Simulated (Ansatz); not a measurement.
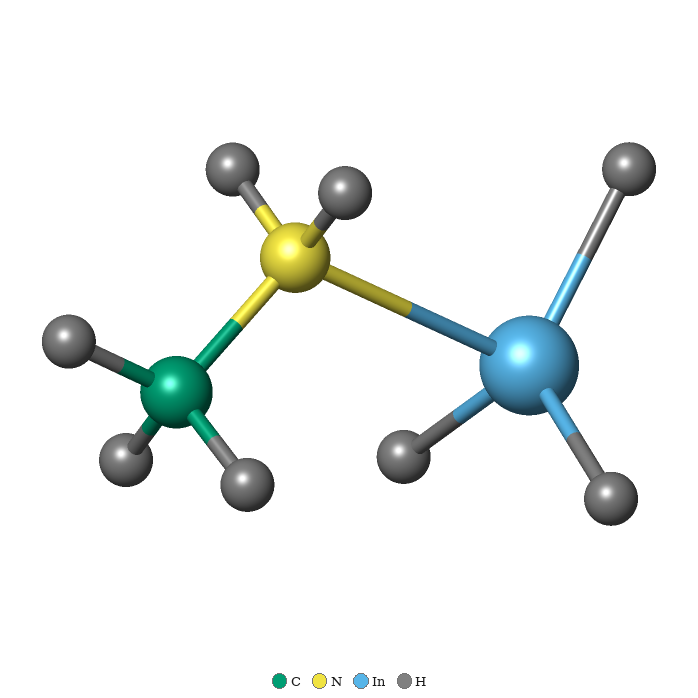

Sticks follow a distance rule. Harmonic vibrations computed with RKS PBE0-D4/def2-TZVP, core potentials on In (Ansatz 0.2.0) at a stationary point of the same level.

> Is this a minimum or a saddle point?

A minimum: no imaginary frequency, and the lowest mode lies at 56 cm⁻¹.

> How many vibrational modes are there, and where do they lie?

27 modes: 56, 138, 175, 275, 340, 398, 574, 605, 608, 629, 990, 995, 1068, 1209, 1343, 1455, 1497, 1506, 1651, 1758, 1761, 1778, 3050, 3130, 3157, 3522, 3596 cm⁻¹.
